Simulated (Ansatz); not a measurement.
**SiCl2 (SMILES Cl[Si]Cl): RPA@PBE/STO-3G**

Aim: the energy change on altering one bond length of SiCl2 at RPA@PBE/STO-3G, from 2 runs. 

Program for the calculation: Ansatz 0.2.0.

39 further runs of the same task are left out: 4 that didn't finish, 35 set aside as unsound or not needed.

**1. Starting point**

SiCl2 has 3 atoms, charge 0, and is taken as a singlet. As SMILES, `Cl[Si]Cl`. Geometry: relaxed at GFN2-xTB.

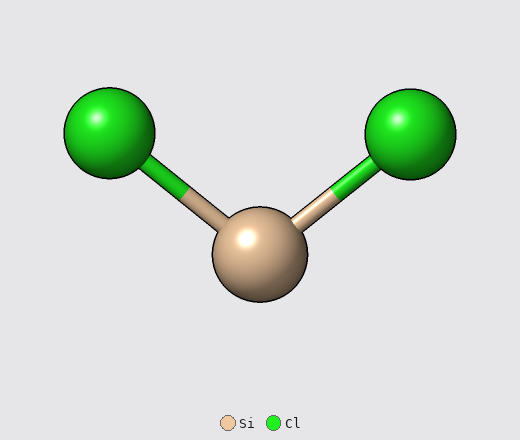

The structure, seen from a chosen angle (silicon light orange, chlorine green).

**2. The energy at RPA@PBE/STO-3G**

File run.yaml:

```yaml
basis:
  gaussian:
    orbitals: STO-3G
crystal:
  periodic: [false, false, false]
  atoms:
    - symbol: Si
      position_ang: [0.005140, -0.006950, -0.869340]
    - symbol: Cl
      position_ang: [1.581630, -0.018940, 0.444080]
    - symbol: Cl
      position_ang: [-1.586770, 0.025890, 0.425270]
hamiltonian:
  xc: {name: PBE}
correlation:
  method: rpa
  frozen_orbitals: {Cl: 5, Si: 5}
accuracy: high
```

The run is started by

```
$ ansatz run run.yaml --threads 1 --pin off --max-ram 2610MiB --events-out events.jsonl --progress --plain --runs-dir runs
```

What it wrote:

```text
Warning: RAYON_NUM_THREADS=1 ignored (pool sized by the plan → 1); use --threads N
Functional definition: PBE
  name "PBE"
  parameter kappa = 0.804
  parameter beta = 0.06672455060314922
  exchange = pbe_x(kappa = kappa, mu = beta*pi^2/3)
  correlation = pbe_c(beta = beta)
487 factors; integrals over basis functions are off by at most 1.5e-8 eV
mean field evaluation 1: about -32542.4980 eV, gradient 2.2e1 eV
mean field evaluation 2: about -32542.4974 eV, gradient 2.2e1 eV
mean field evaluation 4: about -32545.1504 eV, gradient 1.1e0 eV
mean field evaluation 8: about -32545.1544 eV, gradient 2.2e-2 eV
mean field evaluation 16: about -32545.1544 eV, gradient 1.2e-7 eV
mean field -32545.15439417 eV, -1196.0123640877 hartree, gradient 4.3e-9 eV, S^2 0.000000; 0 other end points of the search recorded, 0 dependent functions left out
15 core orbitals not correlated: weight in the atoms' cores, before any rotation towards them, 0.999 or more for the frozen orbitals, at most 0.000 for the correlated occupied ones
reference -32512.69101144 eV, -1194.8193567769 hartree; 9, 9 occupied and 3, 3 virtual orbitals, 487 factors
Total energy: -32515.59768698 eV, -1194.9261751327 hartree
```

It took 1.9 s on 1 thread of Arm Neoverse V1, shared host; peak memory 0.1 GiB.

**3. The distorted shape**

File molecule.yaml:

```yaml
crystal:
  periodic: [false, false, false]
  atoms:
    - {symbol: Si, position_ang: [0.403139, -0.015160, -1.193010]}
    - {symbol: Cl, position_ang: [1.979629, -0.027150, 0.120410]}
    - {symbol: Cl, position_ang: [-1.586770, 0.025890, 0.425270]}
basis:
  gaussian:
    orbitals: STO-3G
hamiltonian:
  xc: pbe
correlation:
  method: rpa
  frozen_orbitals: {Cl: 5, Si: 5}
accuracy: high
```

The run is started by

```
$ ansatz run molecule.yaml --threads 1 --pin off --max-ram 2610MiB --events-out events.jsonl --progress --plain --runs-dir runs
```

What it wrote, shortened:

```text
Warning: RAYON_NUM_THREADS=1 ignored (pool sized by the plan → 1); use --threads N
[... 2 set-up lines as earlier in the session ...]
[...]
473 factors; integrals over basis functions are off by at most 8.2e-9 eV
[...]
mean field -32544.33988245 eV, -1195.9824313343 hartree, gradient 3.3e-8 eV, S^2 0.000000; 0 other end points of the search recorded, 0 dependent functions left out
15 core orbitals not correlated: weight in the atoms' cores, before any rotation towards them, 1.000 or more for the frozen orbitals, at most 0.000 for the correlated occupied ones
reference -32511.28553893 eV, -1194.7677066150 hartree; 9, 9 occupied and 3, 3 virtual orbitals, 473 factors
Total energy: -32514.81749935 eV, -1194.8975037661 hartree
```

It took 1.9 s on 1 thread of Arm Neoverse V1, shared host; peak memory 0.1 GiB.

**4. Results**

At RPA@PBE/STO-3G, 15 core orbitals frozen:

| quantity | value |
| --- | --- |
| first shape: total energy | -1194.92618 Eh |
| first shape: RPA correlation energy (valence) | -106.8 mEh |
| distorted shape: total energy | -1194.89750 Eh |
| distorted shape: RPA correlation energy (valence) | -129.8 mEh |
| energy change with the Si1–Cl3 bond stretched from 2.052 to 2.565 Å | 0.780 eV |

What this shows: With the Si1–Cl3 bond stretched from 2.052 to 2.565 Å the energy rises by 0.78 eV (75.3 kJ/mol). The first shape isn't relaxed at this level, so the change isn't measured from a minimum. The minimal basis adds a large error of its own.
